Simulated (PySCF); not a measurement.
# H₂Cl₂, a complex of two parts: interaction energy, part 2 of 3

PySCF 2.14.0. Atoms count from 0, parts from 1.

## 5. Coupled-cluster interaction energy: CCSD(T) and MP2, 2.71 Å

The job: settings as JSON, then the geometry in Å.

```
{"job": {"kind": "intercc", "basis": "aug-cc-pVDZ", "basis_mid": "aug-cc-pVTZ", "basis_large": "aug-cc-pVQZ"}, "charge": 0, "multiplicity": 1, "parts": [{"atoms": "0-1", "charge": 0, "multiplicity": 1}, {"atoms": "2-3", "charge": 0, "multiplicity": 1}]}
Cl     0.210086     0.517294     0.083850
H      0.075188    -0.756580     0.199244
Cl    -0.293139    -3.260538     1.155109
H     -0.405377    -2.730824     2.316315
```

Method: CCSD(T)/aug-cc-pVDZ and MP2/aug-cc-pVTZ, aug-cc-pVQZ counterpoise interaction energy, frozen core, gas phase.

What it wrote:

```text
part 1, own basis, geometry of the cluster: E = -460.1073962186 (as before)

part 2, own basis, geometry of the cluster: E = -460.1074964383 (as before)

part 1, own basis, relaxed alone: E = -460.1075273092 (as before)

part 2, own basis, relaxed alone: E = -460.1075273092 (as before)

cluster
final grid: 4488 points
cycle   1  E = -920.2158546212  dE = -1.143e-03  |g| = 1.225e-02  |ddm| = 2.124e-01
cycle   2  E = -920.2159368027  dE = -8.218e-05  |g| = 3.750e-03  |ddm| = 3.608e-02
cycle   3  E = -920.2159468129  dE = -1.001e-05  |g| = 1.335e-03  |ddm| = 8.825e-03
cycle   4  E = -920.2159482089  dE = -1.396e-06  |g| = 2.914e-04  |ddm| = 3.874e-03
cycle   5  E = -920.2159482751  dE = -6.617e-08  |g| = 7.703e-05  |ddm| = 7.897e-04
cycle   6  E = -920.2159482784  dE = -3.315e-09  |g| = 1.929e-05  |ddm| = 1.675e-04
cycle   7  E = -920.2159482787  dE = -2.879e-10  |g| = 4.244e-06  |ddm| = 5.708e-05
converged SCF energy = -920.2159482787

part 1 in the basis of the cluster
final grid: 4488 points
cycle   1  E = -460.1074169186  dE = -1.988e-05  |g| = 7.516e-04  |ddm| = 8.738e-02
cycle   2  E = -460.1074171374  dE = -2.189e-07  |g| = 9.873e-05  |ddm| = 8.741e-03
cycle   3  E = -460.1074171427  dE = -5.291e-09  |g| = 8.838e-06  |ddm| = 1.244e-03
cycle   4  E = -460.1074171428  dE = -4.877e-11  |g| = 1.962e-06  |ddm| = 8.053e-05
converged SCF energy = -460.1074171428

part 2 in the basis of the cluster
final grid: 4488 points
cycle   1  E = -460.1075452055  dE = -4.974e-05  |g| = 1.468e-03  |ddm| = 1.387e-01
cycle   2  E = -460.1075461129  dE = -9.073e-07  |g| = 2.329e-04  |ddm| = 1.718e-02
cycle   3  E = -460.1075461422  dE = -2.932e-08  |g| = 2.168e-05  |ddm| = 2.870e-03
cycle   4  E = -460.1075461425  dE = -3.214e-10  |g| = 3.867e-06  |ddm| = 1.517e-04
converged SCF energy = -460.1075461425

Interaction energy (kcal/mol)
  counterpoise       -1.958
  uncorrected        -2.276
  dispersion part     0.000
  deformation         0.050
  binding            -1.909

Decomposition of the uncorrected value (kcal/mol)
  electrostatic      -1.896
  Pauli               2.009
  orbital            -0.776
  dispersion          0.000
  correlation        -1.613

Charge of each part in the cluster: -0.007 0.007
part 1, own basis, geometry of the cluster: E = -460.1111614240 (as before)

part 2, own basis, geometry of the cluster: E = -460.1112722315 (as before)

part 1, own basis, relaxed alone: E = -460.1113072585 (as before)

part 2, own basis, relaxed alone: E = -460.1113072585 (as before)

cluster
final grid: 4488 points
cycle   1  E = -920.2233460033  dE = -1.164e-03  |g| = 1.297e-02  |ddm| = 1.990e-01
cycle   2  E = -920.2234340262  dE = -8.802e-05  |g| = 4.074e-03  |ddm| = 3.198e-02
cycle   3  E = -920.2234446109  dE = -1.058e-05  |g| = 1.470e-03  |ddm| = 9.714e-03
cycle   4  E = -920.2234463103  dE = -1.699e-06  |g| = 3.156e-04  |ddm| = 4.626e-03
cycle   5  E = -920.2234463857  dE = -7.541e-08  |g| = 8.812e-05  |ddm| = 1.036e-03
cycle   6  E = -920.2234463899  dE = -4.199e-09  |g| = 2.177e-05  |ddm| = 2.252e-04
cycle   7  E = -920.2234463903  dE = -3.485e-10  |g| = 4.590e-06  |ddm| = 6.968e-05
converged SCF energy = -920.2234463903

part 1 in the basis of the cluster
final grid: 4488 points
cycle   1  E = -460.1111685651  dE = -6.280e-06  |g| = 4.516e-04  |ddm| = 8.868e-02
cycle   2  E = -460.1111686709  dE = -1.058e-07  |g| = 6.705e-05  |ddm| = 1.019e-02
cycle   3  E = -460.1111686738  dE = -2.849e-09  |g| = 4.212e-06  |ddm| = 1.598e-03
cycle   4  E = -460.1111686738  dE = -9.436e-12  |g| = 6.068e-07  |ddm| = 4.621e-05
converged SCF energy = -460.1111686738

part 2 in the basis of the cluster
final grid: 4488 points
cycle   1  E = -460.1112878053  dE = -1.621e-05  |g| = 7.871e-04  |ddm| = 1.324e-01
cycle   2  E = -460.1112880804  dE = -2.751e-07  |g| = 1.177e-04  |ddm| = 1.532e-02
cycle   3  E = -460.1112880886  dE = -8.147e-09  |g| = 1.050e-05  |ddm| = 2.475e-03
cycle   4  E = -460.1112880886  dE = -7.356e-11  |g| = 1.538e-06  |ddm| = 1.447e-04
converged SCF energy = -460.1112880886

Interaction energy (kcal/mol)
  counterpoise       -2.046
  uncorrected        -2.214
  dispersion part     0.000
  deformation         0.058
  binding            -1.988

Decomposition of the uncorrected value (kcal/mol)
  electrostatic      -1.864
  Pauli               2.022
  orbital            -0.793
  dispersion          0.000
  correlation        -1.579

Charge of each part in the cluster: -0.007 0.007
part 1 in the basis of the cluster: E(HF) = -460.092634117  E2 = -0.159490634  E(CCSD corr) = -0.175982461  (T) = -0.003999080
part 2 in the basis of the cluster: E(HF) = -460.092792065  E2 = -0.159618251  E(CCSD corr) = -0.176110765  (T) = -0.004013775
cluster: E(HF) = -920.186471098  E2 = -0.320818118  E(CCSD corr) = -0.353250670  (T) = -0.008233164

Counterpoise interaction energy (kcal/mol)
  hf_small                  -0.656
  mp2_small                 -1.728
  ccsd_small                -1.382
  ccsdt_small               -1.520
  hf_large                  -0.621
  mp2_large                 -2.046
  hf_middle                 -0.618
  mp2_middle                -1.958
  scs_mp2_large             -1.671
  mp2_limit                 -2.108
  ccsdt_less_mp2             0.208
  ccsdt_limit_estimate      -1.900
  bsse_mp2_large             0.168
```

Run time: 16 s. Hardware: 1 thread of Arm Neoverse V1, shared host; peak memory 0.52 GiB.

Contacts at this geometry (a selection, picked against the atoms' radii; other short pairs can be missing):

```
   atoms  distance (Å)  kind (by distance and angle)  angle (°)
H1···Cl2          2.71                 hydrogen bond        164
```

```
                 method  interaction energy (kcal/mol)  from CCSD(T), limit estimate (kcal/mol)
         HF/aug-cc-pVDZ                          -0.66                                    +1.24
        MP2/aug-cc-pVDZ                          -1.73                                    +0.17
       CCSD/aug-cc-pVDZ                          -1.38                                    +0.52
    CCSD(T)/aug-cc-pVDZ                          -1.52                                    +0.38
         HF/aug-cc-pVQZ                          -0.62                                    +1.28
        MP2/aug-cc-pVQZ                          -2.05                                    -0.15
    SCS-MP2/aug-cc-pVQZ                          -1.67                                    +0.23
      MP2, extrapolated                          -2.11                                    -0.21
CCSD(T), limit estimate                          -1.90                                        0
```

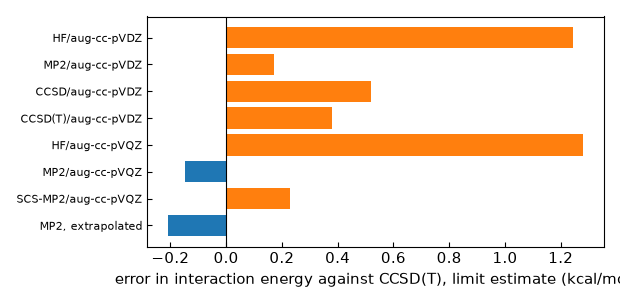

Error of each method against CCSD(T), limit estimate.

These energies keep the parts at their geometry in the cluster; deforming them to it costs 0.06 kcal/mol (MP2).

## 6. Coupled-cluster interaction energy: CCSD(T) and MP2, 2.34 Å

Same as in step 5 but for these lines:

```diff
@@ -3,3 +3,3 @@
 H      0.075188    -0.756580     0.199244
-Cl    -0.293139    -3.260538     1.155109
-H     -0.405377    -2.730824     2.316315
+Cl    -0.242913    -2.919089     1.024764
+H     -0.355151    -2.389376     2.185970
```

With the program's defaults for keys left out, this is: CCSD(T)/aug-cc-pVDZ and MP2/aug-cc-pVTZ, aug-cc-pVQZ counterpoise interaction energy, frozen core, gas phase.

What it wrote:

```text
part 1, own basis, geometry of the cluster: E = -460.1073962186 (as before)

part 2, own basis, geometry of the cluster: E = -460.1074964383 (as before)

part 1, own basis, relaxed alone: E = -460.1075273092 (as before)

part 2, own basis, relaxed alone: E = -460.1075273092 (as before)

cluster
final grid: 4488 points
cycle   1  E = -920.2134808728  dE = -3.503e-03  |g| = 2.204e-02  |ddm| = 3.282e-01
cycle   2  E = -920.2137497883  dE = -2.689e-04  |g| = 6.986e-03  |ddm| = 5.690e-02
cycle   3  E = -920.2137844818  dE = -3.469e-05  |g| = 2.527e-03  |ddm| = 1.608e-02
cycle   4  E = -920.2137890051  dE = -4.523e-06  |g| = 6.270e-04  |ddm| = 6.514e-03
cycle   5  E = -920.2137893182  dE = -3.131e-07  |g| = 1.698e-04  |ddm| = 1.598e-03
cycle   6  E = -920.2137893365  dE = -1.829e-08  |g| = 3.863e-05  |ddm| = 3.890e-04
cycle   7  E = -920.2137893376  dE = -1.152e-09  |g| = 8.702e-06  |ddm| = 1.123e-04
cycle   8  E = -920.2137893377  dE = -7.344e-11  |g| = 2.799e-06  |ddm| = 2.642e-05
converged SCF energy = -920.2137893377

part 1 in the basis of the cluster
final grid: 4488 points
cycle   1  E = -460.1074251451  dE = -2.801e-05  |g| = 9.088e-04  |ddm| = 1.203e-01
cycle   2  E = -460.1074254562  dE = -3.111e-07  |g| = 1.210e-04  |ddm| = 1.282e-02
cycle   3  E = -460.1074254640  dE = -7.759e-09  |g| = 1.122e-05  |ddm| = 1.865e-03
cycle   4  E = -460.1074254640  dE = -7.645e-11  |g| = 2.858e-06  |ddm| = 9.312e-05
converged SCF energy = -460.1074254640

part 2 in the basis of the cluster
final grid: 4488 points
cycle   1  E = -460.1075587926  dE = -6.342e-05  |g| = 1.714e-03  |ddm| = 1.712e-01
cycle   2  E = -460.1075599566  dE = -1.164e-06  |g| = 2.681e-04  |ddm| = 2.292e-02
cycle   3  E = -460.1075599942  dE = -3.757e-08  |g| = 2.428e-05  |ddm| = 4.139e-03
cycle   4  E = -460.1075599946  dE = -4.019e-10  |g| = 4.574e-06  |ddm| = 2.112e-04
converged SCF energy = -460.1075599946

Interaction energy (kcal/mol)
  counterpoise       -1.810
  uncorrected        -2.331
  dispersion part     0.000
  deformation         0.050
  binding            -1.760

Decomposition of the uncorrected value (kcal/mol)
  electrostatic      -3.893
  Pauli               6.977
  orbital            -2.392
  dispersion          0.000
  correlation        -3.023

Charge of each part in the cluster: -0.015 0.015
part 1, own basis, geometry of the cluster: E = -460.1111614240 (as before)

part 2, own basis, geometry of the cluster: E = -460.1112722315 (as before)

part 1, own basis, relaxed alone: E = -460.1113072585 (as before)

part 2, own basis, relaxed alone: E = -460.1113072585 (as before)

cluster
final grid: 4488 points
cycle   1  E = -920.2209416261  dE = -3.520e-03  |g| = 2.283e-02  |ddm| = 3.486e-01
cycle   2  E = -920.2212197839  dE = -2.782e-04  |g| = 7.366e-03  |ddm| = 5.480e-02
cycle   3  E = -920.2212552332  dE = -3.545e-05  |g| = 2.744e-03  |ddm| = 1.768e-02
cycle   4  E = -920.2212606185  dE = -5.385e-06  |g| = 6.612e-04  |ddm| = 7.895e-03
cycle   5  E = -920.2212609576  dE = -3.391e-07  |g| = 1.934e-04  |ddm| = 2.087e-03
cycle   6  E = -920.2212609806  dE = -2.308e-08  |g| = 4.330e-05  |ddm| = 5.299e-04
cycle   7  E = -920.2212609820  dE = -1.367e-09  |g| = 9.204e-06  |ddm| = 1.369e-04
cycle   8  E = -920.2212609821  dE = -7.708e-11  |g| = 2.963e-06  |ddm| = 3.338e-05
converged SCF energy = -920.2212609821

part 1 in the basis of the cluster
final grid: 4488 points
cycle   1  E = -460.1111711266  dE = -8.581e-06  |g| = 5.219e-04  |ddm| = 1.333e-01
cycle   2  E = -460.1111712628  dE = -1.362e-07  |g| = 7.633e-05  |ddm| = 1.464e-02
cycle   3  E = -460.1111712664  dE = -3.626e-09  |g| = 5.098e-06  |ddm| = 2.232e-03
cycle   4  E = -460.1111712664  dE = -1.614e-11  |g| = 8.915e-07  |ddm| = 6.480e-05
converged SCF energy = -460.1111712664

part 2 in the basis of the cluster
final grid: 4488 points
cycle   1  E = -460.1112927428  dE = -2.112e-05  |g| = 8.999e-04  |ddm| = 2.083e-01
cycle   2  E = -460.1112930894  dE = -3.466e-07  |g| = 1.310e-04  |ddm| = 2.529e-02
cycle   3  E = -460.1112930995  dE = -1.004e-08  |g| = 1.180e-05  |ddm| = 4.151e-03
cycle   4  E = -460.1112930996  dE = -9.732e-11  |g| = 1.772e-06  |ddm| = 2.215e-04
converged SCF energy = -460.1112930996

Interaction energy (kcal/mol)
  counterpoise       -1.988
  uncorrected        -2.283
  dispersion part     0.000
  deformation         0.058
  binding            -1.929

Decomposition of the uncorrected value (kcal/mol)
  electrostatic      -3.861
  Pauli               7.006
  orbital            -2.409
  dispersion          0.000
  correlation        -3.019

Charge of each part in the cluster: -0.015 0.015
part 1 in the basis of the cluster: E(HF) = -460.092653228  E2 = -0.159628164  E(CCSD corr) = -0.176127304  (T) = -0.004015010
part 2 in the basis of the cluster: E(HF) = -460.092875167  E2 = -0.159898308  E(CCSD corr) = -0.176407512  (T) = -0.004043870
cluster: E(HF) = -920.184307282  E2 = -0.322624422  E(CCSD corr) = -0.354548342  (T) = -0.008447583

Counterpoise interaction energy (kcal/mol)
  hf_small                   0.766
  mp2_small                 -1.178
  ccsd_small                -0.497
  ccsdt_small               -0.741
  hf_large                   0.755
  mp2_large                 -1.988
  hf_middle                  0.751
  mp2_middle                -1.810
  scs_mp2_large             -1.276
  mp2_limit                 -2.120
  ccsdt_less_mp2             0.437
  ccsdt_limit_estimate      -1.684
  bsse_mp2_large             0.295
```

Run time: 17 s. Hardware: 1 thread of Arm Neoverse V1, shared host; peak memory 0.52 GiB.

Contacts at this geometry (a selection, picked against the atoms' radii; other short pairs can be missing):

```
   atoms  distance (Å)  kind (by distance and angle)  angle (°)
H1···Cl2          2.34                 hydrogen bond        164
```

Differences are taken before rounding.

```
                 method  interaction energy (kcal/mol)  from CCSD(T), limit estimate (kcal/mol)
         HF/aug-cc-pVDZ                           0.77                                    +2.45
        MP2/aug-cc-pVDZ                          -1.18                                    +0.51
       CCSD/aug-cc-pVDZ                          -0.50                                    +1.19
    CCSD(T)/aug-cc-pVDZ                          -0.74                                    +0.94
         HF/aug-cc-pVQZ                           0.76                                    +2.44
        MP2/aug-cc-pVQZ                          -1.99                                    -0.30
    SCS-MP2/aug-cc-pVQZ                          -1.28                                    +0.41
      MP2, extrapolated                          -2.12                                    -0.44
CCSD(T), limit estimate                          -1.68                                        0
```

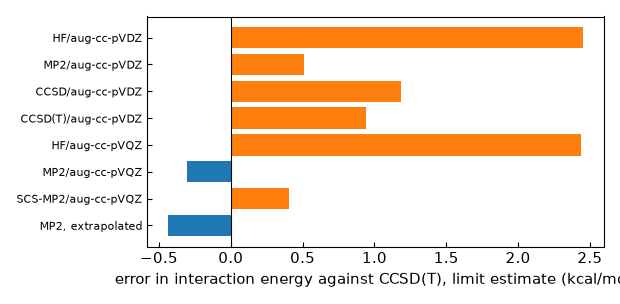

Deviations from CCSD(T), limit estimate, method by method.

These energies keep the parts at their geometry in the cluster; deforming them to it costs 0.06 kcal/mol (MP2).

## 7. Coupled-cluster interaction energy: CCSD(T) and MP2, 3.07 Å

Same as in step 6 but for these lines:

```diff
@@ -3,3 +3,3 @@
 H      0.075188    -0.756580     0.199244
-Cl    -0.242913    -2.919089     1.024764
-H     -0.355151    -2.389376     2.185970
+Cl    -0.343366    -3.601986     1.285454
+H     -0.455604    -3.072273     2.446660
```

With the program's defaults for keys left out, this is: CCSD(T)/aug-cc-pVDZ and MP2/aug-cc-pVTZ, aug-cc-pVQZ counterpoise interaction energy, frozen core, gas phase.

What it wrote:

```text
part 1, own basis, geometry of the cluster: E = -460.1073962186 (as before)

part 2, own basis, geometry of the cluster: E = -460.1074964383 (as before)

part 1, own basis, relaxed alone: E = -460.1075273092 (as before)

part 2, own basis, relaxed alone: E = -460.1075273092 (as before)

cluster
final grid: 4488 points
cycle   1  E = -920.2161071503  dE = -4.235e-04  |g| = 7.499e-03  |ddm| = 1.645e-01
cycle   2  E = -920.2161365235  dE = -2.937e-05  |g| = 2.245e-03  |ddm| = 2.547e-02
cycle   3  E = -920.2161399816  dE = -3.458e-06  |g| = 8.068e-04  |ddm| = 5.441e-03
cycle   4  E = -920.2161405312  dE = -5.496e-07  |g| = 1.471e-04  |ddm| = 2.686e-03
cycle   5  E = -920.2161405480  dE = -1.682e-08  |g| = 3.244e-05  |ddm| = 4.683e-04
cycle   6  E = -920.2161405486  dE = -5.848e-10  |g| = 9.816e-06  |ddm| = 6.849e-05
converged SCF energy = -920.2161405486

part 1 in the basis of the cluster
final grid: 4488 points
cycle   1  E = -460.1074096769  dE = -1.302e-05  |g| = 5.866e-04  |ddm| = 6.353e-02
cycle   2  E = -460.1074098195  dE = -1.426e-07  |g| = 7.662e-05  |ddm| = 6.495e-03
cycle   3  E = -460.1074098228  dE = -3.336e-09  |g| = 6.674e-06  |ddm| = 9.751e-04
cycle   4  E = -460.1074098229  dE = -3.109e-11  |g| = 1.311e-06  |ddm| = 6.398e-05
converged SCF energy = -460.1074098229

part 2 in the basis of the cluster
final grid: 4488 points
cycle   1  E = -460.1075324667  dE = -3.688e-05  |g| = 1.266e-03  |ddm| = 1.151e-01
cycle   2  E = -460.1075331512  dE = -6.845e-07  |g| = 2.055e-04  |ddm| = 1.227e-02
cycle   3  E = -460.1075331740  dE = -2.285e-08  |g| = 1.884e-05  |ddm| = 1.968e-03
cycle   4  E = -460.1075331743  dE = -2.387e-10  |g| = 3.139e-06  |ddm| = 1.394e-04
converged SCF energy = -460.1075331743

Interaction energy (kcal/mol)
  counterpoise       -1.461
  uncorrected        -1.649
  dispersion part     0.000
  deformation         0.050
  binding            -1.412

Decomposition of the uncorrected value (kcal/mol)
  electrostatic      -1.061
  Pauli               0.564
  orbital            -0.287
  dispersion          0.000
  correlation        -0.866

Charge of each part in the cluster: -0.003 0.003
part 1, own basis, geometry of the cluster: E = -460.1111614240 (as before)

part 2, own basis, geometry of the cluster: E = -460.1112722315 (as before)

part 1, own basis, relaxed alone: E = -460.1113072585 (as before)

part 2, own basis, relaxed alone: E = -460.1113072585 (as before)

cluster
final grid: 4488 points
cycle   1  E = -920.2236145634  dE = -4.211e-04  |g| = 8.021e-03  |ddm| = 1.390e-01
cycle   2  E = -920.2236461234  dE = -3.156e-05  |g| = 2.487e-03  |ddm| = 2.337e-02
cycle   3  E = -920.2236498154  dE = -3.692e-06  |g| = 8.873e-04  |ddm| = 6.354e-03
cycle   4  E = -920.2236504829  dE = -6.675e-07  |g| = 1.626e-04  |ddm| = 3.244e-03
cycle   5  E = -920.2236505027  dE = -1.977e-08  |g| = 3.804e-05  |ddm| = 5.946e-04
cycle   6  E = -920.2236505034  dE = -7.401e-10  |g| = 1.123e-05  |ddm| = 9.307e-05
converged SCF energy = -920.2236505034

part 1 in the basis of the cluster
final grid: 4488 points
cycle   1  E = -460.1111668994  dE = -5.027e-06  |g| = 4.022e-04  |ddm| = 6.780e-02
cycle   2  E = -460.1111669855  dE = -8.611e-08  |g| = 5.956e-05  |ddm| = 7.877e-03
cycle   3  E = -460.1111669878  dE = -2.285e-09  |g| = 3.634e-06  |ddm| = 1.234e-03
cycle   4  E = -460.1111669878  dE = -6.821e-12  |g| = 4.669e-07  |ddm| = 3.459e-05
converged SCF energy = -460.1111669878

part 2 in the basis of the cluster
final grid: 4488 points
cycle   1  E = -460.1112837765  dE = -1.216e-05  |g| = 6.906e-04  |ddm| = 9.236e-02
cycle   2  E = -460.1112839972  dE = -2.207e-07  |g| = 1.060e-04  |ddm| = 1.060e-02
cycle   3  E = -460.1112840039  dE = -6.739e-09  |g| = 9.361e-06  |ddm| = 1.736e-03
cycle   4  E = -460.1112840040  dE = -6.219e-11  |g| = 1.331e-06  |ddm| = 9.907e-05
converged SCF energy = -460.1112840040

Interaction energy (kcal/mol)
  counterpoise       -1.504
  uncorrected        -1.602
  dispersion part     0.000
  deformation         0.058
  binding            -1.446

Decomposition of the uncorrected value (kcal/mol)
  electrostatic      -1.046
  Pauli               0.569
  orbital            -0.287
  dispersion          0.000
  correlation        -0.839

Charge of each part in the cluster: -0.003 0.003
part 1 in the basis of the cluster: E(HF) = -460.092614170  E2 = -0.159402561  E(CCSD corr) = -0.175892297  (T) = -0.003988826
part 2 in the basis of the cluster: E(HF) = -460.092714745  E2 = -0.159423023  E(CCSD corr) = -0.175903712  (T) = -0.003992302
cluster: E(HF) = -920.186601759  E2 = -0.319774345  E(CCSD corr) = -0.352444760  (T) = -0.008103560

Counterpoise interaction energy (kcal/mol)
  hf_small                  -0.799
  mp2_small                 -1.394
  ccsd_small                -1.206
  ccsdt_small               -1.283
  hf_large                  -0.753
  mp2_large                 -1.504
  hf_middle                 -0.751
  mp2_middle                -1.461
  scs_mp2_large             -1.300
  mp2_limit                 -1.535
  ccsdt_less_mp2             0.111
  ccsdt_limit_estimate      -1.423
  bsse_mp2_large             0.098
```

Run time: 16 s. Hardware: 1 thread of Arm Neoverse V1, shared host; peak memory 0.52 GiB.

Contacts at this geometry (a selection, picked against the atoms' radii; other short pairs can be missing):

```
   atoms  distance (Å)  kind (by distance and angle)  angle (°)
H1···Cl2          3.07     at van der Waals distance          –
```

Differences are taken before rounding.

```
                 method  interaction energy (kcal/mol)  from CCSD(T), limit estimate (kcal/mol)
         HF/aug-cc-pVDZ                          -0.80                                    +0.62
        MP2/aug-cc-pVDZ                          -1.39                                    +0.03
       CCSD/aug-cc-pVDZ                          -1.21                                    +0.22
    CCSD(T)/aug-cc-pVDZ                          -1.28                                    +0.14
         HF/aug-cc-pVQZ                          -0.75                                    +0.67
        MP2/aug-cc-pVQZ                          -1.50                                    -0.08
    SCS-MP2/aug-cc-pVQZ                          -1.30                                    +0.12
      MP2, extrapolated                          -1.53                                    -0.11
CCSD(T), limit estimate                          -1.42                                        0
```

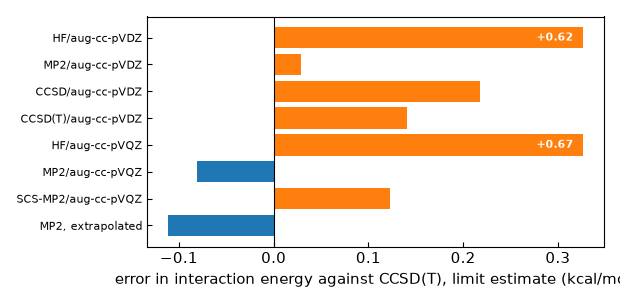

Deviations from CCSD(T), limit estimate, method by method. Bars with a number in them are cut short.

These energies keep the parts at their geometry in the cluster; deforming them to it costs 0.06 kcal/mol (MP2).

(Part 2 of 3 ends here.)
